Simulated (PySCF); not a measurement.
# [BiF2]+: other functionals and bases at one geometry

Aim: see how levels, charges and forces of [BiF2]+ depend on the level of theory. It is a constructed species; whether it can be made isn't addressed.

Computed with PySCF 2.14.0. Level: several levels, as the steps say, no spin–orbit coupling.

1 further run of the same task is left out (for a known fault of the program).

## (1) Where the work starts

3 atoms, charge 1, spin multiplicity 1.

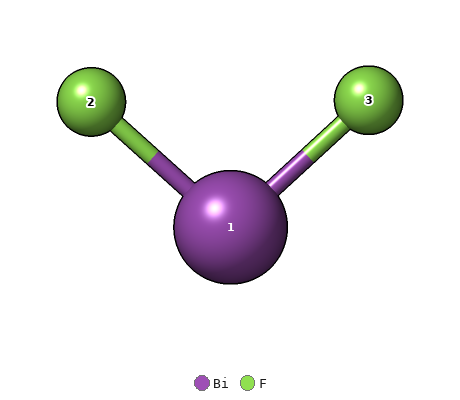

The geometry (bismuth purple, fluorine green); atoms are numbered from 1 in the order of the file.

Coordinates:

```xyz
3
charge 1, multiplicity 1
Bi    0.0000    0.0000   -0.4756
F     1.4602    0.0000    0.8539
F    -1.4602    0.0000    0.8539
```

Formal oxidation states: Bi +3. An earlier session relaxed this geometry at PBE0, Bi def2-SVP with ECP60, F def2-SVP (singlet, point group C2v).

At PBE0 on the finer grid: E = -413.677591 Eh, HOMO -16.89 eV, LUMO -10.78 eV, Mulliken charge on Bi1 +1.69 e, largest force component 0.052 eV/Å. 

Levels to run: TPSS; HF; PBE0, TZVP. Hardware: 2 threads of Arm Neoverse V2, shared host.

## (2) TPSS

run.py (the lines that set the calculation)

```python
mol = gto.M(atom='''
Bi     0.00000     0.00000    -0.47557
F      1.46017     0.00000     0.85394
F     -1.46017     0.00000     0.85394''',
    basis={'Bi': 'def2-SVP', 'F': 'def2-SVP'},
    ecp={'Bi': 'def2-SVP'},
    charge=1, spin=0)
mf = dft.RKS(mol, xc='TPSS')
mf.grids.atom_grid = (75, 302)
mf = mf.density_fit()  # fitting sets: Bi def2-universal-JKFIT, F def2-universal-JKFIT
mf.conv_tol = 1e-08; mf.max_cycle = 55
mf.kernel(dm0)  # dm0: the density of the relaxed state
```

Started as:

```
> OMP_NUM_THREADS=2 python run.py
```

## (3) HF

run.py (the lines that set the calculation), as its differences from that of step 2:

```diff
@@ -7,4 +7,3 @@
     charge=1, spin=0)
-mf = dft.RKS(mol, xc='TPSS')
-mf.grids.atom_grid = (75, 302)
+mf = scf.RHF(mol)
 mf = mf.density_fit()  # fitting sets: Bi def2-universal-JKFIT, F def2-universal-JKFIT
```

## (4) PBE0, TZVP

Basis: Bi def2-TZVP with ECP60, F def2-TZVP. 

run.py (the lines that set the calculation)

```python
mol = gto.M(atom='''
Bi     0.00000     0.00000    -0.47557
F      1.46017     0.00000     0.85394
F     -1.46017     0.00000     0.85394''',
    basis={'Bi': 'def2-TZVP', 'F': 'def2-TZVP'},
    ecp={'Bi': 'def2-TZVP'},
    charge=1, spin=0)
mf = dft.RKS(mol, xc='PBE0')
mf.grids.atom_grid = (75, 302)
mf = mf.density_fit()  # fitting sets: Bi def2-universal-JKFIT, F def2-universal-JKFIT
mf.conv_tol = 1e-08; mf.max_cycle = 55
mf.kernel(dm0)  # dm0: free metal ions and neutral atoms
```

Q: Predict the outcome of this session. Wanted: for each run, HOMO; gap; charge on Bi1; dipole; largest force.

As calculated:

| level | state | HOMO (eV) | gap (eV) | charge on Bi1 (e) | dipole (D) | largest force (eV/Å) | basis functions | time |
| --- | --- | --- | --- | --- | --- | --- | --- | --- |
| PBE0 (relaxed here) | singlet | -16.89 | 6.11 | 1.69 | 4.40 | 0.05 | 54 | 1.7 s |
| TPSS | singlet | -15.29 | 3.96 | 1.59 | 3.93 | 0.70 | 54 | 1.3 s |
| HF | singlet | -20.60 | 12.68 | 2.02 | 5.46 | 1.05 | 54 | 0.4 s |
| PBE0, TZVP | singlet | -17.08 | 6.26 | 1.69 | 4.39 | 1.46 | 112 | 3.2 s |

Times are on 2 threads of Arm Neoverse V2, shared host; the first row also made further properties. The dipole of a charged species depends on the origin, so these sizes hold for this origin alone.

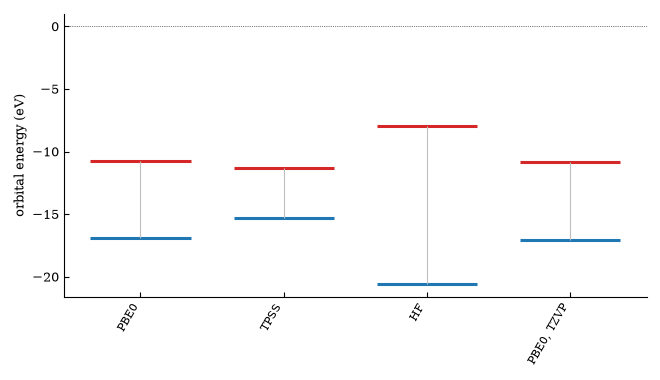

Highest filled and lowest empty level, method by method.

In one basis the HOMO–LUMO gap runs from 3.96 eV (TPSS) to 12.68 eV (HF). The largest leftover force, 1.46 eV/Å with PBE0, TZVP, stands at a geometry relaxed at another level. The Mulliken charge on Bi spans +1.59 to +2.02 e over the levels. Total energies of different levels can't be compared. Spin–orbit coupling is left out throughout.
